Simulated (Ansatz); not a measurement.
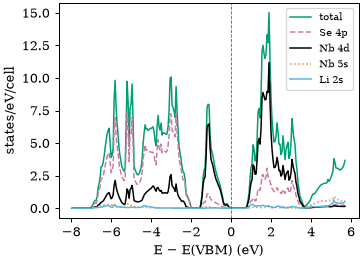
*Total and projected density of states of LiNbSe₂ in space group P6_3/mmc (No. 194; Li on 2a, Nb on 2b, Se on 4f), DFT-r²SCAN in the program Ansatz with PAW potentials*

**Question.** Which orbitals carry the states next to the gap?

**Answer.** Top 1 eV of the valence band: Nb 4d 80 %, Se 4p 15 %. Bottom 1 eV of the conduction band: Nb 4d 70 %, Se 4p 19 %. Projections are on Löwdin-orthogonalised atomic valence shells; empty p or d shells of many metals are not among them.

**Question.** Where is the tallest occupied peak in this window, and what makes it?

**Answer.** Near -3.0 eV, about 10 states/eV per cell; the largest projected share is Se 4p.

The workflow started from a Materials Project entry (that database holds measured and hypothetical structures alike); the Crystallography Open Database copy checked does not list it. Its standing as an ambient phase is unchecked. The cell was relaxed with r²SCAN under the symmetry of its start; whether a distortion lowers the energy is not shown. No spin polarisation was allowed. Scalar-relativistic: spin–orbit coupling is off unless named, which matters more the heavier the elements.

Potentials: the later of the program's two PAW sets.
